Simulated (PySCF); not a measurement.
# C$_{2}$H$_{7}$BCl$_{2}$Si: NMR shielding calculation

C$_{2}$H$_{7}$BCl$_{2}$Si, SMILES CC[SiH2]B(Cl)Cl, computed with GIAO mPW1PW91/pcSseg-1 NMR shielding, non-relativistic, gas phase (PySCF 2.14.0).

The geometry comes from this level: PBE0-D3(BJ)/def2-SVP. Figures and captions count atoms from 1; the log counts them from 0 in places.

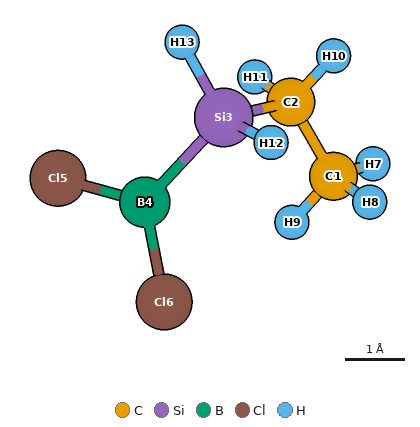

The input geometry (ball-and-stick view, seen at a tilt; atoms are numbered from 1 in the order of the input). Bond lengths as drawn: B–Cl 1.75 Å, B–Si 2.02 Å, C–C 1.53 Å, C–H 1.10 Å, C–Si 1.90 Å and H–Si 1.50 Å.

Key numbers:

- outcome: converged
- total energy: −1315.213263 hartree
- HOMO: −8.17 eV
- LUMO: −2.14 eV
- dipole moment: 1.31 D
- isotropic shielding, C: 170.9 to 179.9 ppm
- isotropic shielding, Si: 405.4 ppm
- isotropic shielding, B: 20.9 ppm
- isotropic shielding, Cl: 539.6 to 555.6 ppm
- isotropic shielding, H: 27.4 to 30.5 ppm
- hardware: 1 CPU thread, shared host
- wall time: 16 s
- peak memory: 0.88 GiB

Input file:
```
{"job": {"kind": "nmr", "xc": "mPW1PW91", "basis": "pcSseg-1", "pop": false}, "charge": 0, "multiplicity": 1}
C     -0.831274     0.564004    -1.078049
C     -0.236340    -0.659318    -0.387280
Si     1.333137    -0.307858     0.617693
B      2.694377     0.523975    -0.626178
Cl     3.736858    -0.483106    -1.609149
Cl     2.783231     2.259307    -0.850582
H     -1.754804     0.311645    -1.622516
H     -1.082260     1.356589    -0.355284
H     -0.132477     1.004314    -1.806872
H     -0.970017    -1.112441     0.301463
H      0.011768    -1.443462    -1.123017
H      1.022891     0.630421     1.743063
H      1.864558    -1.586086     1.187108
```

The first line tells a small driver script what to run in PySCF; the rest is the geometry in Å.

Launch command:
```bash
OMP_NUM_THREADS=1 python <driver script> task.json out
```

What the program printed:
```
coarse grid: 12472 points
cycle   1  E = -1315.1446434636  dE =  3.417e-01  |g| = 3.800e-01  |ddm| = 3.131e+00
cycle   2  E = -1315.1194772083  dE =  2.517e-02  |g| = 4.950e-01  |ddm| = 7.805e-01
cycle   3  E = -1315.1851575883  dE = -6.568e-02  |g| = 4.034e-02  |ddm| = 4.672e-01
cycle   4  E = -1315.1855204594  dE = -3.629e-04  |g| = 2.094e-02  |ddm| = 6.201e-02
cycle   5  E = -1315.1856383447  dE = -1.179e-04  |g| = 5.012e-03  |ddm| = 2.268e-02
cycle   6  E = -1315.1856446223  dE = -6.278e-06  |g| = 1.388e-03  |ddm| = 6.113e-03
final grid: 106648 points
cycle   7  E = -1315.2132549637  dE = -2.231e-05  |g| = 5.463e-03  |ddm| = 1.830e-02
cycle   8  E = -1315.2132502916  dE =  4.672e-06  |g| = 6.753e-03  |ddm| = 1.011e-02
cycle   9  E = -1315.2132624923  dE = -1.220e-05  |g| = 4.866e-04  |ddm| = 5.922e-03
cycle  10  E = -1315.2132625286  dE = -3.631e-08  |g| = 1.336e-04  |ddm| = 5.618e-04
cycle  11  E = -1315.2132625328  dE = -4.191e-09  |g| = 3.579e-05  |ddm| = 1.597e-04
cycle  12  E = -1315.2132625331  dE = -3.388e-10  |g| = 1.278e-05  |ddm| = 4.807e-05
```

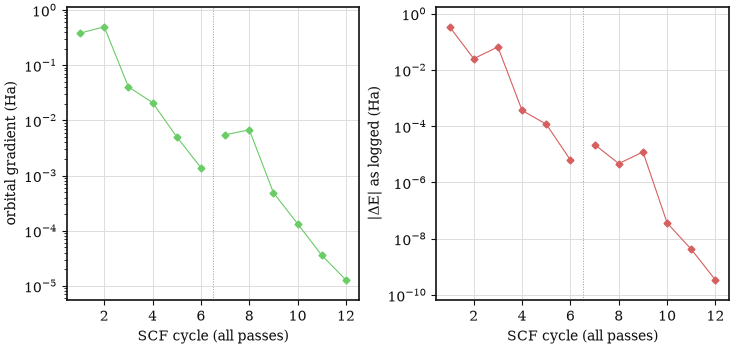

Convergence of the self-consistent field: orbital gradient and size of the energy change against the SCF cycle. The dotted line marks the change from a coarse to the final integration grid. The first 6 cycles use a coarse grid, the final grid takes over at cycle 7, and the field converges after 12 cycles in all.

```
converged SCF energy = -1315.2132625331

GIAO shielding tensors (ppm)
atom      isotropic    diamagn.    paramagn.     s11        s22        s33       span
  0 C      170.938     246.942     -76.004    163.849    166.216    182.748     18.898
  1 C      179.864     251.544     -71.681    171.229    180.370    187.993     16.764
  2 Si     405.352     879.336    -473.983    391.351    399.806    424.901     33.550
  3 B       20.902     197.382    -176.480    -52.511     23.311     91.904    144.415
  4 Cl     555.573    1147.191    -591.618    156.933    622.204    887.583    730.650
  5 Cl     539.589    1147.792    -608.203    122.089    615.825    880.853    758.764
  6 H       29.937      28.727       1.210     24.763     27.291     37.758     12.995
  7 H       30.261      30.226       0.035     26.505     28.198     36.078      9.573
  8 H       30.522      30.156       0.366     25.657     30.512     35.398      9.741
  9 H       30.431      30.942      -0.512     25.325     28.273     37.694     12.369
 10 H       30.531      30.560      -0.029     26.418     28.571     36.604     10.187
 11 H       27.475      28.447      -0.972     24.593     25.816     32.016      7.424
 12 H       27.378      28.374      -0.996     24.142     25.679     32.314      8.172
```

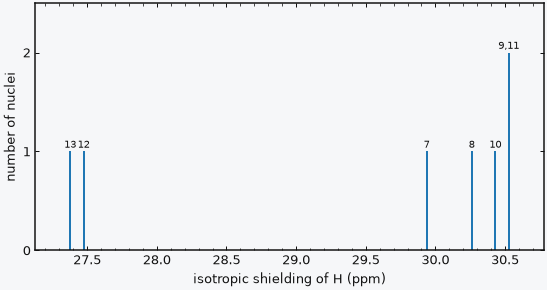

Isotropic shieldings of the hydrogen nuclei in this fixed geometry, labelled by atom number; shielding grows to the right, so chemical shift grows to the left. The least shielded is H13 (27.4 ppm), the most shielded H11 (30.5 ppm).
